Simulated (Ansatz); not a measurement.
## Electronic structure of ClFHSiTe (SMILES F[Si](Cl)[TeH]) (doublet) in real space

```xyz
5

Cl    1.1467    1.5029    0.9024
F     1.4258   -0.3491   -1.4162
Si    0.2499    0.2112   -0.4437
Te   -0.7728   -1.6167    0.9409
H    -1.2777   -2.3873   -0.4470
```

Geometry: PBE0-D3(BJ)/def2-SVP; core potentials replace the inner electrons of Te.

Computed with isolated molecule in a Gaussian basis; Kohn-Sham density functional theory, functional PBE0 (Ansatz 0.2.0).

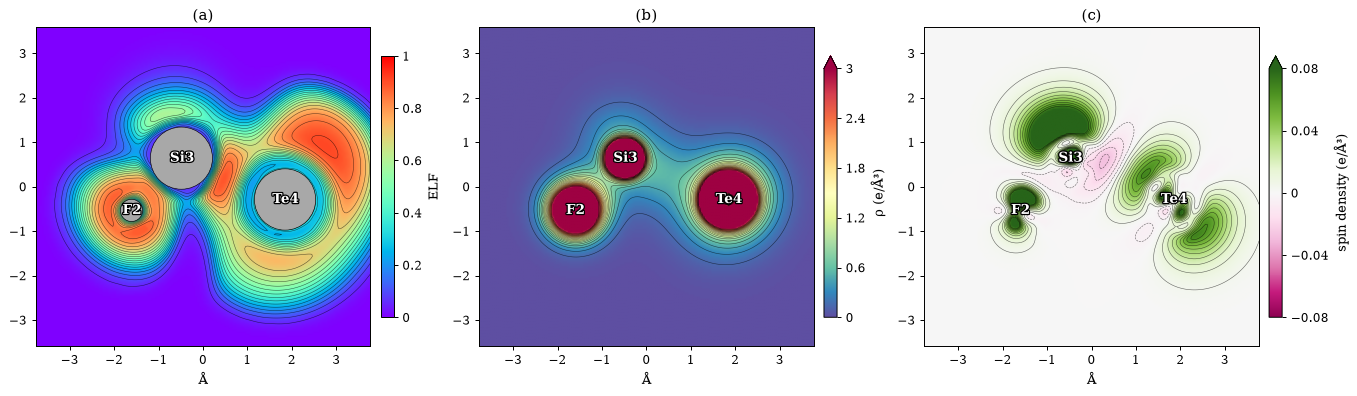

Figure 1. (a) electron localisation function; (b) electron density; (c) spin density (α minus β) on the plane of atoms F2, Si3 and Te4. Grey discs cover the atomic cores in the ELF map.

Read the bonding off the picture.

- The section cuts through F, Si and Te sites.
- Si–F (1.63 Å): the density is about 1.1 e/Å³ at the midpoint; the ELF peaks at about 0.85 in the valence shell of F, 0.5 Å from its nucleus, and is about 0.55 at the midpoint.
- Si–Te (2.51 Å): ρ at the midpoint is about 0.57 e/Å³; the ELF peaks at about 0.90 between the atoms: a shared electron pair.
- The ELF also peaks beside F2 and Te4, away from the bonds: non-bonding electrons, paired or unpaired.
- The unpaired spin (1 electron) lies mostly on Si3 (about 0.6), Te4 (about 0.2) and Cl1 (about 0.1), in electrons by Hirshfeld's partition.

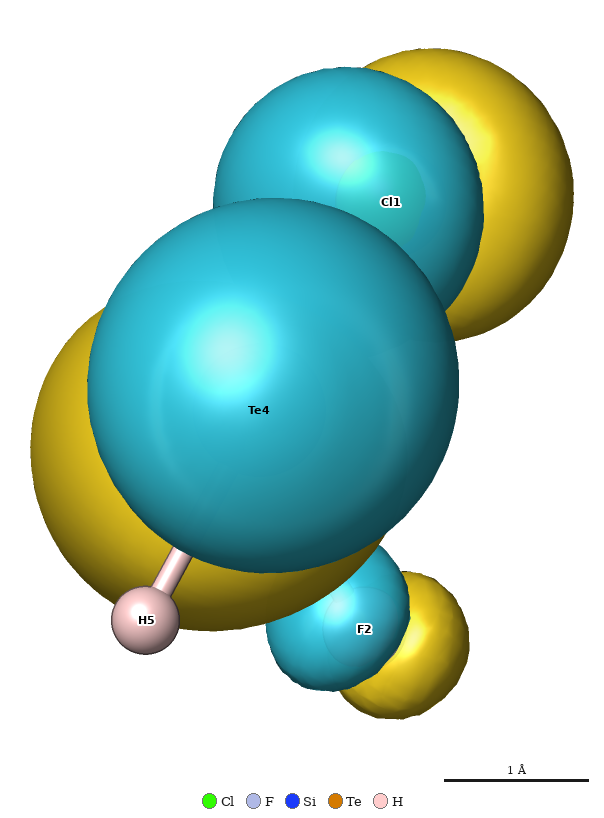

Figure 2. The HOMO−1 (β) at ±0.1 Å⁻³ᐟ² (yellow and cyan are the two phases), seen at an oblique angle.

Where does this orbital lie, and at what energy?

By Hirshfeld shares it lies mainly on Te4 (about 40 %), Cl1 (about 30 %) and Si3 (about 25 %). Its energy is −9.31 eV.

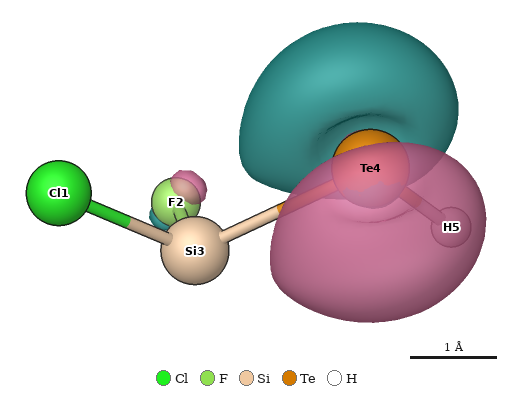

Figure 3. The HOMO (β) at ±0.15 Å⁻³ᐟ² (teal and pink are the two phases), seen from one side.

Where does this orbital lie, and at what energy?

Its weight (Hirshfeld) is mainly on Te4 (about 85 %). Its energy is −7.16 eV.
